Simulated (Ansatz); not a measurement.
The starting structures come from a database of crystals and need not be the phases stable at ambient conditions.

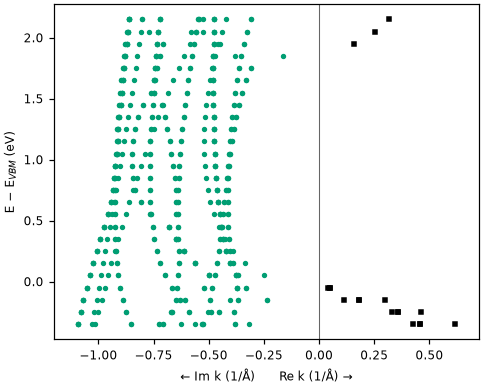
Figure. Complex bands at the centre of the two-dimensional zone; r2SCAN (Ansatz, a program for electronic structure)

No gap correction and no spin-orbit coupling; mid-gap values are interpolated between computed energies.

Q: This is Ca$_{2}$HN (Fd-3m, not sure to be the ambient phase, 16 atoms a cell, 15.5 Å³ an atom, 2 GPa at this level) along the normal of (001). Read off the slowest decay at the centre of the two-dimensional zone at 0.95 eV, the computed energy nearest the middle of the gap.

A: κ ≈ 0.41 1/Å, a decay length 1/(2κ) of the density of 1.2 Å.
